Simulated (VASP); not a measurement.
Band structure of ZnCu2GeS4 (space group I-42m). Level of theory: PBEsol GGA, VASP's PBE PAW potentials (set 64) (plane waves; VASP).

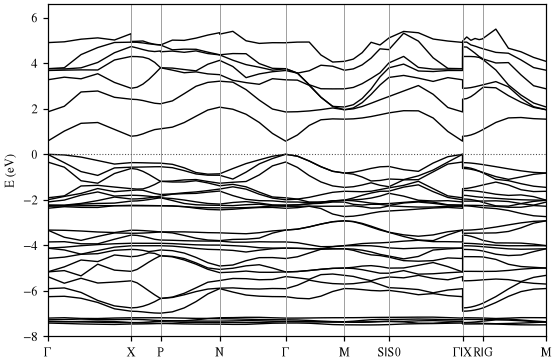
Bands along high-symmetry lines, zero at the valence-band maximum or, without a gap, the Fermi level

Read the plot: is there a gap, and where are the band edges?

The gap is direct, 0.58 eV, from the valence maximum at Γ to the conduction minimum at Γ.

The structure comes from a computed database's ZnCu2GeS4 entry; how it stands against other phases isn't given here. The cell was not relaxed at this level.
